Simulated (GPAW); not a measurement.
**InRh (Pm-3m): the In K absorption edge**

Aim: the near-edge shape at the In K edge of InRh (Pm-3m), and what the core hole does to it.

Program: GPAW 26.7.0. Level of theory: X-ray absorption from dipole matrix elements to empty bands, plane-wave PAW LDA. Results are calculated unless marked as measured.

## (1) Set-up

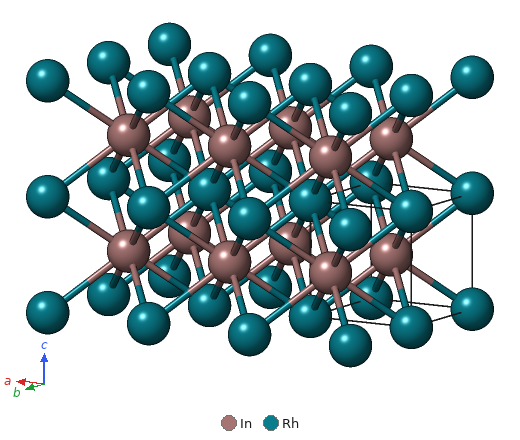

Start, viewed from a free direction; indium brown, rhodium blue. 3×2×2 cells are drawn. Some periodic images of atoms are drawn too.

Coordinates:

```xyz
2
Lattice="3.1960 0.0000 0.0000 0.0000 3.1960 0.0000 0.0000 0.0000 3.1960" Properties=species:S:1:pos:R:3 pbc="T T T"
In    1.5980    1.5980    1.5980
Rh    0.0000    0.0000    0.0000
```

## (2) Ground state of the crystal

The ground state comes first: it tells whether the system has a gap, which decides how the excited electron is treated.

Input file scf.py:

```python
import numpy as np
from ase import Atoms
from ase.parallel import parprint, paropen
from gpaw import GPAW, PW, FermiDirac, Mixer, MixerDif, setup_paths
from gpaw.test import gen
setup_paths.insert(0, '.')
gen('In', name='nch1s', xcname='LDA', corehole=(1, 0, 0), write_xml=True)
from gpaw.mpi import world
world.barrier()

atoms = Atoms('InRh',
    cell=[[3.196, 0, 0],
     [0, 3.196, 0],
     [0, 0, 3.196]],
    scaled_positions=[[0.5, 0.5, 0.5],
     [0, 0, 0]],
    pbc=True)
atoms.calc = calc = GPAW(legacy_gpaw=True, mode=PW(430), xc='LDA', setups={0: 'nch1s'},
    kpts={'size': (8, 8, 8), 'gamma': True}, occupations=FermiDirac(0.05),
    charge=0, mixer=Mixer(0.1, 5, 50), maxiter=150,
    convergence={'density': 0.0001}, txt='scf.txt')
energy = atoms.get_potential_energy() + calc.get_reference_energy()
ef = calc.get_fermi_level()
out = dict(energy=energy, fermi=ef, forces=atoms.get_forces().tolist())
parprint(f'all-electron energy {energy:.4f} eV, Fermi level {ef:.4f} eV')
ev = np.array([[calc.get_eigenvalues(k, s) for k in range(len(calc.get_ibz_k_points()))] for s in range(calc.get_number_of_spins())])
out['homo'], out['lumo'], out['counts'] = ev[ev < ef].max(), ev[ev > ef].min(), sorted(set((ev < ef).sum((0, 2)).tolist()))
out['filled'] = (ev[:, 0] < ef).sum(1).tolist()
import json
with paropen('out.json', 'w') as f:
    json.dump(out, f)
```

On the command line:

```sh
$ OMP_NUM_THREADS=1 mpirun -n 4 gpaw python scf.py
```

Numbers of over 12 decimals in the logs are rounded to 6 here.

What it wrote:

```text
Input parameters:
  convergence: {density: 0.0001}
  kpts: {gamma: True,
         size: (8, 8, 8)}
  maxiter: 150
  mixer: {backend: pulay,
          beta: 0.1,
          method: separate,
          nmaxold: 5,
          weight: 50}
  mode: {ecut: 430.0,
         name: pw}
  occupations: {fixmagmom: False,
                name: fermi-dirac,
                width: 0.05}
  setups: {0: nch1s}

Initialize ...

[... PAW data sets ...]

Reference energy: -289843.420655  # eV

Spin-paired calculation

[... convergence settings ...]
Symmetries present (total): 48
  [... symmetry matrices ...]

512 k-points: 8 x 8 x 8 Monkhorst-Pack grid + [1/16,1/16,1/16]
35 k-points in the irreducible part of the Brillouin zone
       k-points in crystal coordinates                weights
   0:     0.00000000    0.00000000    0.00000000          1/512
   1:     0.12500000    0.00000000    0.00000000          6/512
   2:     0.12500000    0.12500000    0.00000000         12/512
   3:     0.12500000    0.12500000    0.12500000          8/512
   4:     0.25000000    0.00000000    0.00000000          6/512
   5:     0.25000000    0.12500000    0.00000000         24/512
   6:     0.25000000    0.12500000    0.12500000         24/512
   7:     0.25000000    0.25000000    0.00000000         12/512
   8:     0.25000000    0.25000000    0.12500000         24/512
   9:     0.25000000    0.25000000    0.25000000          8/512
          ...
  34:     0.50000000    0.50000000    0.50000000          1/512

Wave functions: Plane wave expansion
  Cutoff energy: 430.000 eV
  Number of coefficients (min, max): 642, 691
  Pulay-stress correction: 0.000000 eV/Ang^3 (de/decut=0.000000)
  Using FFTW library
  Wavefunction extrapolation:
    Improved wavefunction reuse through dual PAW basis

Occupation numbers: Fermi-Dirac:
  width: 0.0500  # eV

Eigensolver
   Davidson(niter=2)

Densities:
  Coarse grid: 16*16*16 grid
  Fine grid: 32*32*32 grid
  Total Charge: 0.000000

Density mixing:
  Method: separate
  Backend: pulay
  Linear mixing parameter: 0.1
  old densities: 5
  Width of damping distribution: 1.1
  Damping of long wavelength oscillations: 50

[... Hamiltonian set-up ...]
Number of atoms: 2
Number of atomic orbitals: 21
Number of bands in calculation: 21
Number of valence electrons: 28
Bands to converge: occupied

... initialized

Initializing position-dependent things.

Density initialized from atomic densities
Creating initial wave functions:
  21 bands from LCAO basis set

Positions:
   0 In     1.598000    1.598000    1.598000    ( 0.0000,  0.0000,  0.0000)
   1 Rh     0.000000    0.000000    0.000000    ( 0.0000,  0.0000,  0.0000)

Unit cell:
           periodic     x           y           z      points  spacing
  1. axis:    yes    3.196000    0.000000    0.000000    16     0.1998
  2. axis:    yes    0.000000    3.196000    0.000000    16     0.1998
  3. axis:    yes    0.000000    0.000000    3.196000    16     0.1998

  Lengths:   3.196000   3.196000   3.196000
  Angles:   90.000000  90.000000  90.000000

Effective grid spacing dv^(1/3) = 0.1998

iter:   1   -13.331977
iter:   2   -13.239064   -1.78  -1.46
iter:   3   -13.041978   -1.92  -1.51
iter:   4   -13.248420   -2.06  -1.93
iter:   5   -13.013594   -2.01  -1.71
iter:   6   -13.015186   -3.74  -2.48
iter:   7   -13.011135c  -3.71  -2.48
iter:   8   -13.008831c  -3.19  -2.66
iter:   9   -13.003834c  -4.31  -2.47
iter:  10   -13.002559c  -4.63  -2.67
iter:  11   -13.001764c  -4.29  -2.81
iter:  12   -13.001366c  -5.56  -3.31
iter:  13   -13.001198c  -5.58  -3.55
iter:  14   -13.001186c  -5.69  -3.65
iter:  15   -13.001188c  -7.26  -3.91
iter:  16   -13.001204c  -6.40  -3.89
iter:  17   -13.001177c  -6.23  -4.01c
iter:  18   -13.001186c  -6.24  -4.28c
iter:  19   -13.001178c  -6.96  -4.25c
iter:  20   -13.001176c  -7.44c -4.44c

Converged after 20 iterations.

Dipole moment: (-0.000000, 0.000000, 0.000000) |e|*Ang

Energy contributions relative to reference atoms: (reference = -289843.420655)

Kinetic:        +14.407990
Potential:      -12.981035
External:        +0.000000
XC:             -14.412865
Entropy (-ST):   -0.010850
Local:           -0.009841
SIC:             +0.000000
--------------------------
Free energy:    -13.006601
Extrapolated:   -13.001176

Showing only first 2 kpts
 Kpt  Band  Eigenvalues  Occupancy
  0    12      9.59172    2.00000
  0    13      9.59172    2.00000
  0    14     15.26234    0.00000
  0    15     15.26234    0.00000

  1    12      9.31519    2.00000
  1    13      9.57488    2.00000
  1    14     13.90091    0.00000
  1    15     15.87167    0.00000

Fermi level: 10.79510

No gap
No difference between direct/indirect transitions

Forces in eV/Ang:
  0 In   -0.00000    0.00000    0.00000
  1 Rh    0.00000    0.00000    0.00000
Scalar-relativistic atomic LDA calculation for In (Indium, Z=49)
Core hole in 1s state (1s occupation: 2.0)
750 radial gridpoints.
|------------------------------------------------|
|------------------------------------------------|
[... the atom generator's iteration count ...]

Energy contributions:
-------------------------
Kinetic:    +6115.706985
XC:          -154.227029
Potential: -11835.281838
-------------------------
Total:      -5873.801881

state      eigenvalue         ekin         rmax
-----------------------------------------------
1s^2.0 : -1017.581163  1293.631098        0.019
2s^2.0 :  -152.446255   268.061049        0.109
2p^6.0 :  -137.031768   255.000706        0.087
3s^2.0 :   -28.909165    75.654698        0.316
3p^6.0 :   -23.842856    70.276235        0.309
3d^10.0:   -15.913640    63.755979        0.258
4s^2.0 :    -4.386138    20.023956        0.769
4p^6.0 :    -2.868927    16.821852        0.815
4d^10.0:    -0.688051    10.519707        0.931
5s^2.0 :    -0.311406     2.273089        2.145
5p^1.0 :    -0.099218     1.069591        2.831
-----------------------------------------------
(units: Bohr and Hartree)

Generating PAW setup
Kinetic energy of the core from tauc = 6169.397022
Cutoffs:
rc(s)=2.240
rc(p)=2.350
rc(d)=2.170
rc(vbar)=2.230
rc(comp)=2.150
rc(nct)=2.350

Kinetic energy of the core states: 6004.894149
Charge: 0.0
Core electrons: 36.0
Valence electrons: 13.0
Pseudo-core charge: 0.566428
Shape function alpha=2.163
Pseudo-electron charge 6.831912
state    eigenvalue         norm
--------------------------------
5s(2) :    -0.311406     1.087807
*s    :     0.688594
5p(1) :    -0.099218     1.008179
*p    :     0.900782
4d(10):    -0.688051     0.308169
*d    :     0.311949
--------------------------------

Diagonalizing with gridspacing h=0.050

state   all-electron     PAW
-------------------------------
5s:      -0.311406    -0.312130
5p:      -0.099218    -0.099945
4d:      -0.688051    -0.689005
*f:                    0.063553
-------------------------------
all-electron energy -289856.4218 eV, Fermi level 10.7951 eV
```

The job ended after 5.2 s (4 MPI ranks of Arm Neoverse V2, shared host; peak memory 0.16 GiB; 21 s of CPU time).

The mesh shows no gap, so the system is treated as a metal and the core electron is put at the Fermi level (neutral cell).

## (3) Spectrum without a core hole, In atom 1

This cheap baseline ignores the attraction of the hole: it shows the absorber's empty states as they are in the ground state. The data set with a hole of occupation 0 only carries the core orbital.

The absorber has 8 Rh at 2.77 Å and 6 In at 3.20 Å (cube and octahedron, as in bcc, site symmetry m-3m).

Input file xas.py:

```python
import numpy as np
from ase import Atoms
from ase.parallel import parprint, paropen
from gpaw import GPAW, PW, FermiDirac, Mixer, MixerDif, setup_paths
from gpaw.test import gen
setup_paths.insert(0, '.')
gen('In', name='nch1s', xcname='LDA', corehole=(1, 0, 0), write_xml=True)
from gpaw.mpi import world
world.barrier()

atoms = Atoms('InRh',
    cell=[[3.196, 0, 0],
     [0, 3.196, 0],
     [0, 0, 3.196]],
    scaled_positions=[[0.5, 0.5, 0.5],
     [0, 0, 0]],
    pbc=True)
atoms.calc = calc = GPAW(legacy_gpaw=True, mode=PW(430), xc='LDA', setups={0: 'nch1s'},
    kpts={'size': (11, 11, 11), 'gamma': True}, occupations=FermiDirac(0.1),
    charge=0, mixer=Mixer(0.1, 5, 50), maxiter=150,
    convergence={'density': 0.0001}, txt='scf.txt')
energy = atoms.get_potential_energy() + calc.get_reference_energy()
ef = calc.get_fermi_level()
out = dict(energy=energy, fermi=ef, forces=atoms.get_forces().tolist())
parprint(f'all-electron energy {energy:.4f} eV, Fermi level {ef:.4f} eV')
ev = np.array([[calc.get_eigenvalues(k, s) for k in range(len(calc.get_ibz_k_points()))] for s in range(calc.get_number_of_spins())])
out['homo'], out['lumo'], out['counts'] = ev[ev < ef].max(), ev[ev > ef].min(), sorted(set((ev < ef).sum((0, 2)).tolist()))
out['filled'] = (ev[:, 0] < ef).sum(1).tolist()

from ase.units import Ha
from gpaw.xas import dipole_matrix_elements
nb = int(calc.get_number_of_electrons() / 2) + 28
top = nb
nscf = calc.fixed_density(kpts={'size': (8, 8, 8), 'gamma': True},
    convergence={'eigenstates': 1.0}, txt='nscf.txt')
nscf.diagonalize_full_hamiltonian(nbands=nb)
cell = atoms.cell.array
ops = [cell.T @ U.T @ np.linalg.inv(cell.T) for U in nscf.wfs.kd.symmetry.op_scc]
E = np.arange(-25, 34, 0.1)
fwhm = np.interp(E, [4, 25], [7.91, 7.91])
Y, X, zero, highest = 0, 0, 1e9, 1e9
for spin in range(nscf.get_number_of_spins()):
    wfs = nscf.wfs
    A = dipole_matrix_elements(wfs.setups[0])
    eps = np.zeros((wfs.kd.nibzkpts, nb))
    d = np.zeros((3, A.shape[1], wfs.kd.nibzkpts, nb), complex)
    for kpt in wfs.kpt_u:
        if kpt.s == spin and 0 in kpt.P_ani:
            eps[kpt.k] = kpt.eps_n * Ha
            d[:, :, kpt.k] = (kpt.weight * wfs.nspins / 2) ** 0.5 * np.inner(A, kpt.P_ani[0])
    world.sum(eps)
    world.sum(d)
    T = np.einsum('amkn,bmkn->abkn', d, d.conj()).real
    T = sum(np.einsum('ai,ijkn,bj->abkn', R, T, R) for R in ops) / len(ops)
    empty = eps > ef
    zero, highest = min(zero, eps[empty].min()), min(highest, eps[:, top - 1].min())
    lines = [(eps, T, empty)] if spin == 0 else lines + [(eps, T, empty)]
for eps, T, empty in lines:
    f = np.einsum('aakn->akn', T).reshape(3, -1)
    x = eps.ravel() - zero
    w = np.interp(x, E, fwhm) / 2.35482
    g = np.exp(-0.5 * ((E[:, None] - x) / w) ** 2) / (w * (2 * np.pi) ** 0.5)
    Y = Y + (f * empty.ravel()) @ g.T
    X = X + (f * ~empty.ravel()) @ g.T
out.update(E=E.round(2).tolist(), xas=Y.tolist(), xes=X.tolist(), zero=zero, valid=highest - zero, nk=len(eps), nb=nb)
for i in range(0, len(E), 10):
    parprint(f'{E[i]:7.2f}', *(f'{v:10.3e}' for v in Y[:, i]))
import json
with paropen('out.json', 'w') as f:
    json.dump(out, f)
```

On the command line:

```sh
$ OMP_NUM_THREADS=1 mpirun -n 4 gpaw python xas.py
```

What it wrote:

```text
Input parameters:
  convergence: {density: 0.0001}
  kpts: {gamma: True,
         size: (11, 11, 11)}
  maxiter: 150
  mixer: {backend: pulay,
          beta: 0.1,
          method: separate,
          nmaxold: 5,
          weight: 50}
  mode: {ecut: 430.0,
         name: pw}
  occupations: {fixmagmom: False,
                name: fermi-dirac,
                width: 0.1}
  setups: {0: nch1s}

Initialize ...

[...]
*d    :     0.311949
--------------------------------

Diagonalizing with gridspacing h=0.050

state   all-electron     PAW
-------------------------------
5s:      -0.311406    -0.312130
5p:      -0.099218    -0.099945
4d:      -0.688051    -0.689005
*f:                    0.063553
-------------------------------
all-electron energy -289856.4158 eV, Fermi level 10.7591 eV
[...]
32.00  1.807e-08  1.807e-08  1.807e-08
  33.00  1.764e-08  1.764e-08  1.764e-08
[key lines of the parts left out:]
Converged after 17 iterations.
Dipole moment: (0.000000, 0.000000, -0.000000) |e|*Ang
Free energy:    -13.012683
Fermi level: 10.75911
```

Elapsed: 12 s, on 4 MPI ranks; peak memory 0.23 GiB; 48 s of CPU time.

The In K spectrum, In atom 1, no core hole (energy from the lowest empty level; intensity scaled to a mean of 1 over the first 20 eV):

```tsv
E (eV)	intensity
-2.0	0.19
-0.5	0.32
1.0	0.50
2.5	0.70
4.0	0.91
5.5	1.09
7.0	1.22
8.5	1.27
10.0	1.24
11.5	1.18
13.0	1.10
14.5	1.03
16.0	0.97
17.5	0.94
19.0	0.93
20.5	0.93
22.0	0.94
23.5	0.97
25.0	0.99
26.5	1.02
28.0	1.05
29.5	1.05
31.0	1.04
```

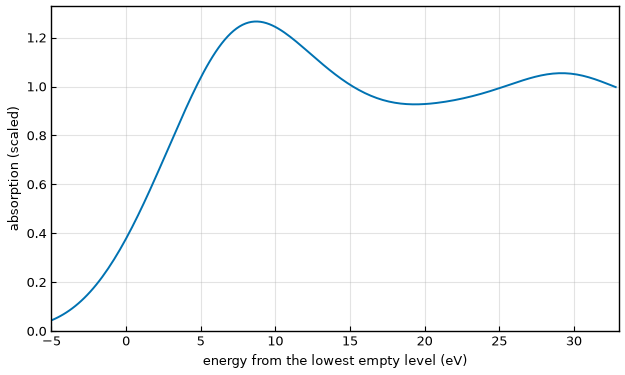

The In K edge, In atom 1, no core hole: main maxima at 8.8 and 29.2 eV.

Main maxima below 30 eV (height): 8.8 eV (1.27) and 29.2 eV (1.05). A K edge sees empty p states on the absorber.

The same matrix elements for filled bands give the In K emission of In atom 1 (ground-state approximation; energy from the lowest empty level, largest value 1):

```tsv
E (eV)	emission
-24.0	0.00
-22.5	0.00
-21.0	0.00
-19.5	0.00
-18.0	0.00
-16.5	0.01
-15.0	0.02
-13.5	0.04
-12.0	0.09
-10.5	0.19
-9.0	0.35
-7.5	0.58
-6.0	0.81
-4.5	0.97
-3.0	0.99
-1.5	0.85
0.0	0.62
1.5	0.38
3.0	0.20
```

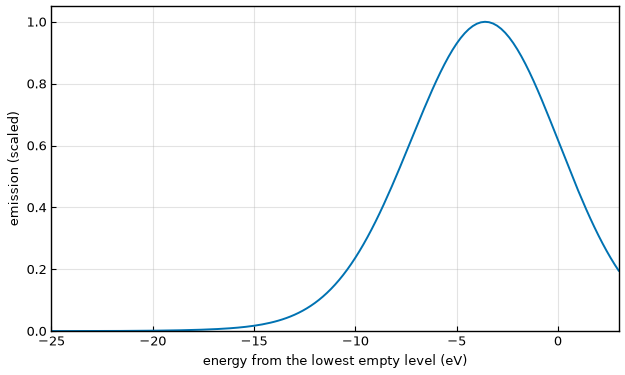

X-ray emission from the filled bands.

Emission maxima: -3.6 eV (1.00).

## (4) Reference energy of the supercell

The photon energy needs a difference of total energies, so the cell and mesh of the coming hole run are first run without a hole.

scf.py: that of step 2 with these lines changed.

```diff
@@ -10,11 +10,27 @@
 
-atoms = Atoms('InRh',
-    cell=[[3.196, 0, 0],
-     [0, 3.196, 0],
-     [0, 0, 3.196]],
-    scaled_positions=[[0.5, 0.5, 0.5],
-     [0, 0, 0]],
+atoms = Atoms('In9Rh9',
+    cell=[[3.196, 0, 6.392],
+     [-6.392, 3.196, 0],
+     [0, -6.392, 3.196]],
+    scaled_positions=[[0.38888889, 0.94444444, 0.72222222],
+     [0.83333333, 0.16666667, 0.83333333],
+     [0.72222222, 0.61111111, 0.05555556],
+     [0.61111111, 0.05555556, 0.27777778],
+     [0.27777778, 0.38888889, 0.94444444],
+     [0.5, 0.5, 0.5],
+     [0.16666667, 0.83333333, 0.16666667],
+     [0.05555556, 0.27777778, 0.38888889],
+     [0.94444444, 0.72222222, 0.61111111],
+     [0, 0, 0],
+     [0.44444444, 0.22222222, 0.11111111],
+     [0.33333333, 0.66666667, 0.33333333],
+     [0.22222222, 0.11111111, 0.55555556],
+     [0.88888889, 0.44444444, 0.22222222],
+     [0.11111111, 0.55555556, 0.77777778],
+     [0.77777778, 0.88888889, 0.44444444],
+     [0.66666667, 0.33333333, 0.66666667],
+     [0.55555556, 0.77777778, 0.88888889]],
     pbc=True)
 atoms.calc = calc = GPAW(legacy_gpaw=True, mode=PW(430), xc='LDA', setups={0: 'nch1s'},
-    kpts={'size': (8, 8, 8), 'gamma': True}, occupations=FermiDirac(0.05),
+    kpts={'size': (4, 4, 4), 'gamma': True}, occupations=FermiDirac(0.1),
     charge=0, mixer=Mixer(0.1, 5, 50), maxiter=150,
```

On the command line:

```sh
$ OMP_NUM_THREADS=1 mpirun -n 4 gpaw python scf.py
```

What it wrote:

```text
Input parameters:
  convergence: {density: 0.0001}
  kpts: {gamma: True,
         size: (4, 4, 4)}
  maxiter: 150
  mixer: {backend: pulay,
          beta: 0.1,
          method: separate,
          nmaxold: 5,
          weight: 50}
  mode: {ecut: 430.0,
         name: pw}
  occupations: {fixmagmom: False,
                name: fermi-dirac,
                width: 0.1}
  setups: {0: nch1s}

Initialize ...

[...]
*s    :     0.688594
5p(1) :    -0.099218     1.008179
*p    :     0.900782
4d(10):    -0.688051     0.308169
*d    :     0.311949
--------------------------------

Diagonalizing with gridspacing h=0.050

state   all-electron     PAW
-------------------------------
5s:      -0.311406    -0.312130
5p:      -0.099218    -0.099945
4d:      -0.688051    -0.689005
*f:                    0.063553
-------------------------------
all-electron energy -2608707.7273 eV, Fermi level 10.7420 eV
[key lines of the parts left out:]
Converged after 17 iterations.
Dipole moment: (0.000000, -0.000000, 0.000000) |e|*Ang
Free energy:   -117.097015
Fermi level: 10.74204
```

Run time: 5.7 min. Hardware: 4 MPI ranks; peak memory 0.56 GiB.

Reference energy: -2608707.727 eV with the cores included.

(Continued in part 2 of 2.)

[Banner, clock and machine lines of the logs are left out without a mark of their own.]

[Logs are printed without paths, hosts, clocks, repeated set-up lines and the standing remarks that a program may print on its own settings, such as how far it seeks lower states.]

[Hosts, paths, dates, database ids (printed as entryN), source tags and the programs' standing remarks are cut or masked in the printed files.]

[Lists of maxima count a maximum above −3 eV only where it reaches 4 % of the highest in the window and stands out from its surroundings by 2 % of it (1.5 % where it reaches 55 %); shoulders and weaker maxima are passed over, and of the rest the first, up to two pre-edge ones and the few strongest are named.]
